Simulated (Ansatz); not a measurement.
Cubic perovskite CsSnBr₃, treated with rVV10 (PAW; Ansatz, an electronic-structure program).

Numerical settings: plane-wave cutoff 520 eV, 6×6×6 k mesh, Fermi–Dirac smearing 0.01 eV, scalar-relativistic PAW data made under PBE.

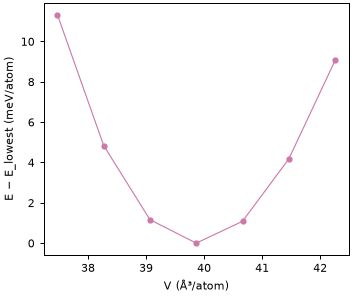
Figure. Total energy against volume

From the curve, estimate the equilibrium volume and the bulk modulus.

V0 ≈ 39.9 Å³/atom and B0 ≈ 23 GPa; the fit gives V0 = 39.864 Å³/atom, B0 = 22.5 GPa, B′ = 4.6.

Note: the relaxation could not lower the start's symmetry, so the cell can be a saddle point above a distorted one.

Spin–orbit coupling is not included.

The computed numbers hold no vibrational or temperature effects.
